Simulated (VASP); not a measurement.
Band structure of CoSi$_{2}$ (fluorite). Calculation: r2SCAN+rVV10, VASP's PBE PAW potentials (set 64) (plane waves; VASP).

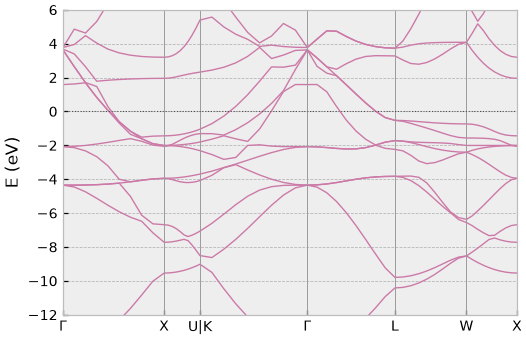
Figure: Bands along high-symmetry lines, zero at the valence-band maximum or, without a gap, the Fermi level

Q: Read the plot: is there a gap, and where are the band edges?

A: It has no gap at this level: it comes out as a metal or semimetal.

The compound is CoSi2 in the fluorite structure. It was relaxed first. The run is not spin-polarised, so no magnetic state was tried. The electron count is odd and the run is not spin-polarised, which forces a metal.
